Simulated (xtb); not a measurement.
# C₃H₉Fe: energy and gradient calculation

- system: C₃H₉Fe, multiplicity 2
- method: GFN1-xTB (xtb 6.7.1)

The geometry comes from this level: GFN2-xTB.

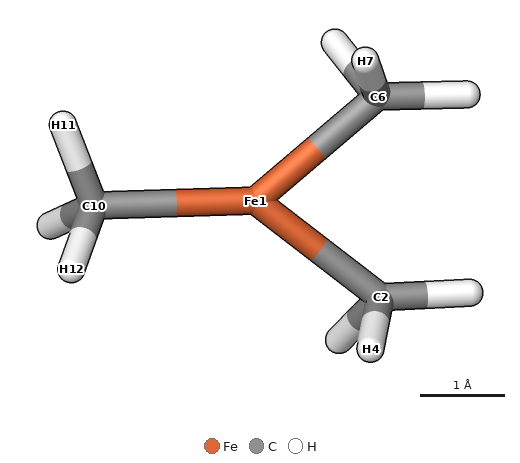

**Figure 1.** The structure (stick view, seen at a tilt; atoms are numbered from 1 in the order of the input). Sticks mark near contacts.

## The input (geom.xyz)
```
13
C3H9Fe
Fe    -0.15120    -0.25707     0.02066
C      1.64074     0.43199     0.00051
H      1.96571    -0.22794    -0.83002
H      1.94056    -0.02200     0.96618
H      2.17083     1.36997    -0.09946
C     -0.43828     1.63781    -0.08394
H     -1.04770     1.70083     0.83890
H     -1.11118     1.56266    -0.96204
H      0.11594     2.56309    -0.17258
C     -1.12340    -1.93494     0.07424
H     -2.18861    -1.76446     0.25505
H     -0.74831    -2.58820     0.86878
H     -1.02509    -2.47174    -0.87627
```

Run as:
```bash
xtb --uhf 1 --json --grad --gfn1 -P 1 -- geom.xyz | tee run.log
```

## Output
```
* xtb version 6.7.1
   ID    Z sym.   atoms
    1   26 Fe     1
    2    6 C      2, 6, 10
    3    1 H      3-5, 7-9, 11-13

           -------------------------------------------------
          |                Calculation Setup                |
           -------------------------------------------------

          program call               : xtb --uhf 1 --json --grad --gfn1 -P 1 -- geom.xyz
          coordinate file            : geom.xyz
          omp threads                :                     1

########################################################################
[WARNING] Please study the warnings concerning your input carefully
-1- prog_main_parseArguments: The use of '--gfn1' is discouraged, please use '--gfn 1' next time
########################################################################

           -------------------------------------------------
          |                 G F N 1 - x T B                 |
           -------------------------------------------------

      * Hamiltonian:
        H0-scaling (s, p, d)           1.850000    2.250000    2.000000
        zeta-weighting                 0.000000
      * Dispersion:
        s8                             2.400000
        a1                             0.630000
        a2                             5.000000
        s9                             0.000000
      * Repulsion:
        kExp                           1.500000
        rExp                           1.000000
      * Coulomb:
        alpha                          2.000000
        third order                    atomic
        anisotropic                    false
      * Halogen bond correction:
        rad-scale                      1.300000
        damping                        0.440000

          ...................................................
          :                      SETUP                      :
          :.................................................:
          :  # basis functions                  40          :
          :  # atomic orbitals                  39          :
          :  # shells                           27          :
          :  # electrons                        29          :
          :  # halogen bonds                     0          :
          :  max. iterations                   250          :
          :  Hamiltonian                  GFN1-xTB          :
          :  restarted?                      false          :
          :  GBSA solvation                  false          :
          :  PC potential                    false          :
          :  electronic temp.          300.0000000     K    :
          :  accuracy                    1.0000000          :
          :  -> integral cutoff          0.2500000E+02      :
          :  -> integral neglect         0.1000000E-07      :
          :  -> SCF convergence          0.1000000E-05 Eh   :
          :  -> wf. convergence          0.2000000E-04 e    :
          :  Broyden damping             0.4000000          :
          :  net charge                          0          :
          :  unpaired electrons                  1          :
          ...................................................

 iter      E             dE          RMSdq      gap      omega  full diag
   1     -8.7559948 -0.875599E+01  0.144E+01    0.50       0.0  T
   2     29.1561878  0.379122E+02  0.235E+01    1.38       1.0  T
   3    -14.1113914 -0.432676E+02  0.601E+00    1.04       1.0  T
   4    -11.0033573  0.310803E+01  0.907E+00    1.29       1.0  T
   5    -13.9833278 -0.297997E+01  0.332E+00    0.67       1.0  T
   6    -13.2979251  0.685403E+00  0.472E+00    0.54       1.0  T
   7    -13.1900489  0.107876E+00  0.501E+00    0.53       1.0  T
   8    -13.7381529 -0.548104E+00  0.344E+00    0.63       1.0  T
   9    -13.9096411 -0.171488E+00  0.274E+00    0.68       1.0  T
  10    -14.1736587 -0.264018E+00  0.796E-01    0.86       1.0  T
  11    -14.1968329 -0.231742E-01  0.215E-01    0.96       1.0  T
  12    -14.1974451 -0.612182E-03  0.112E-01    0.94       1.0  T
  13    -14.1947630  0.268208E-02  0.280E-01    0.90       1.0  T
  14    -14.1976992 -0.293620E-02  0.177E-02    0.93       1.6  T
  15    -14.1976902  0.897842E-05  0.180E-02    0.93       1.5  T
  16    -14.1976983 -0.808190E-05  0.119E-02    0.93       2.3  T
  17    -14.1977033 -0.499818E-05  0.186E-03    0.93      14.9  T
  18    -14.1977033 -0.103853E-07  0.109E-03    0.93      25.5  T
  19    -14.1977033 -0.439318E-07  0.143E-04    0.93     193.9  T
  20    -14.1977033 -0.127361E-09  0.793E-05    0.93     349.6  T

   *** convergence criteria satisfied after 20 iterations ***

         #    Occupation            Energy/Eh            Energy/eV
      -------------------------------------------------------------
         1        2.0000           -0.6277546             -17.0821
       ...           ...                  ...                  ...
         9        2.0000           -0.5002473             -13.6124
        10        2.0000           -0.4537676             -12.3476
        11        2.0000           -0.4180293             -11.3752
        12        2.0000           -0.4056906             -11.0394
        13        1.8179           -0.3806607             -10.3583
        14        1.7157           -0.3801107             -10.3433
        15        1.4664           -0.3791056             -10.3160 (HOMO)
        16                         -0.3448781              -9.3846 (LUMO)
        17                         -0.2938566              -7.9962
        18                         -0.1508385              -4.1045
        19                         -0.1358921              -3.6978
        20                         -0.1309671              -3.5638
       ...                                ...                  ...
        39                          1.4703625              40.0106
      -------------------------------------------------------------
                  HL-Gap            0.0342276 Eh            0.9314 eV
             Fermi-level           -0.3705099 Eh          -10.0821 eV

 SCC (total)                   0 d,  0 h,  0 min,  0.010 sec
 SCC setup                      ...        0 min,  0.000 sec (  0.616%)
 Dispersion                     ...        0 min,  0.000 sec (  0.317%)
 classical contributions        ...        0 min,  0.000 sec (  0.144%)
 integral evaluation            ...        0 min,  0.002 sec ( 17.673%)
 iterations                     ...        0 min,  0.004 sec ( 34.331%)
 molecular gradient             ...        0 min,  0.005 sec ( 45.411%)
 printout                       ...        0 min,  0.000 sec (  1.419%)

         :::::::::::::::::::::::::::::::::::::::::::::::::::::
         ::                     SUMMARY                     ::
         :::::::::::::::::::::::::::::::::::::::::::::::::::::
         :: total energy             -14.039412143935 Eh    ::
         :: gradient norm              0.016745185407 Eh/a0 ::
         :: HOMO-LUMO gap              0.931379649890 eV    ::
         ::.................................................::
         :: SCC energy               -14.197703330466 Eh    ::
         :: -> electrostatic           0.002523136960 Eh    ::
         :: repulsion energy           0.162146726988 Eh    ::
         :: dispersion energy         -0.003855540457 Eh    ::
         :: halogen bond corr.         0.000000000000 Eh    ::
         :: add. restraining           0.000000000000 Eh    ::
         :: total charge               0.000000000187 e     ::
         :::::::::::::::::::::::::::::::::::::::::::::::::::::

           -------------------------------------------------
          |                Property Printout                |
           -------------------------------------------------

    * Orbital Energies and Occupations

         #    Occupation            Energy/Eh            Energy/eV
      -------------------------------------------------------------
         1        2.0000           -0.6277546             -17.0821
       ...           ...                  ...                  ...
         3        2.0000           -0.6072645             -16.5245
         4        2.0000           -0.5286710             -14.3859
         5        2.0000           -0.5247226             -14.2784
         6        2.0000           -0.5116504             -13.9227
         7        2.0000           -0.5107555             -13.8984
         8        2.0000           -0.5019283             -13.6582
         9        2.0000           -0.5002473             -13.6124
        10        2.0000           -0.4537676             -12.3476
        11        2.0000           -0.4180293             -11.3752
        12        2.0000           -0.4056906             -11.0394
        13        1.8179           -0.3806607             -10.3583
        14        1.7157           -0.3801107             -10.3433
        15        1.4664           -0.3791056             -10.3160 (HOMO)
        16                         -0.3448781              -9.3846 (LUMO)
        17                         -0.2938566              -7.9962
        18                         -0.1508385              -4.1045
        19                         -0.1358921              -3.6978
        20                         -0.1309671              -3.5638
        21                         -0.1210374              -3.2936
        22                         -0.0773983              -2.1061
        23                         -0.0601391              -1.6365
        24                         -0.0599207              -1.6305
        25                         -0.0510598              -1.3894
        26                         -0.0398005              -1.0830
       ...                                ...                  ...
        39                          1.4703625              40.0106
      -------------------------------------------------------------
                  HL-Gap            0.0342276 Eh            0.9314 eV
             Fermi-level           -0.3705099 Eh          -10.0821 eV

  Mulliken/CM5 charges         n(s)   n(p)   n(d)
     1Fe    0.00721  0.15826   0.158  0.800  7.035
     2C    -0.12644 -0.32119   1.041  3.085  0.000
     3H     0.05551  0.10237   0.944  0.000  0.000
     4H     0.05419  0.10114   0.946  0.000  0.000
     5H     0.03838  0.08842   0.962  0.000  0.000
     6C    -0.12692 -0.32189   1.041  3.086  0.000
     7H     0.05446  0.10149   0.946  0.000  0.000
     8H     0.05562  0.10256   0.944  0.000  0.000
     9H     0.03839  0.08841   0.962  0.000  0.000
    10C    -0.18507 -0.37748   1.027  3.158  0.000
    11H     0.04498  0.09286   0.955  0.000  0.000
    12H     0.04490  0.09265   0.955  0.000  0.000
    13H     0.04479  0.09240   0.955  0.000  0.000

Wiberg/Mayer (AO) data.
largest (>0.10) Wiberg bond orders for each atom

 ---------------------------------------------------------------------------
     #   Z sym  total        # sym  WBO       # sym  WBO       # sym  WBO
 ---------------------------------------------------------------------------
     1  26 Fe   3.335 --    10 C    1.074     2 C    0.876     6 C    0.876
     2   6 C    3.965 --     5 H    0.979     4 H    0.909     3 H    0.904
                             1 Fe   0.876     6 C    0.252
     3   1 H    1.000 --     2 C    0.904
     4   1 H    1.000 --     2 C    0.909
     5   1 H    1.003 --     2 C    0.979
     6   6 C    3.965 --     9 H    0.979     7 H    0.909     8 H    0.904
                             1 Fe   0.876     2 C    0.252
     7   1 H    1.000 --     6 C    0.909
     8   1 H    1.000 --     6 C    0.904
     9   1 H    1.003 --     6 C    0.979
    10   6 C    3.943 --     1 Fe   1.074    11 H    0.939    12 H    0.937
                            13 H    0.935
    11   1 H    1.000 --    10 C    0.939
    12   1 H    0.999 --    10 C    0.937
    13   1 H    0.998 --    10 C    0.935
 ---------------------------------------------------------------------------

Topologies differ in total number of bonds
Writing topology from bond orders to xtbtopo.mol

 dipole moment from electron density (au)
     X       Y       Z
   0.0113   0.0272   0.0228  total (Debye):    0.095

           -------------------------------------------------
          | TOTAL ENERGY              -14.039412143935 Eh   |
          | GRADIENT NORM               0.016745185407 Eh/α |
          | HOMO-LUMO GAP               0.931379649890 eV   |
           -------------------------------------------------

------------------------------------------------------------------------
------------------------------------------------------------------------
 total:
 *  cpu-time:     0 d,  0 h,  0 min,  0.017 sec
 * ratio c/w:     1.000 speedup
 SCF:
 *  cpu-time:     0 d,  0 h,  0 min,  0.011 sec
 * ratio c/w:     1.000 speedup
```

## Standard error
```
normal termination of xtb
```

## Key numbers

| quantity | value |
| --- | --- |
| outcome | converged |
| electrons treated | 29 |
| total energy | −14.039412 hartree |
| dispersion energy | −0.003856 hartree |
| basis functions | 40 |
| largest force | 0.495 eV/Å |
| dipole moment | 0.09 D |
| hardware | 1 thread of Intel Xeon (Granite Rapids), 96 GiB of memory available, shared host |
| peak memory | 0.068 GiB |
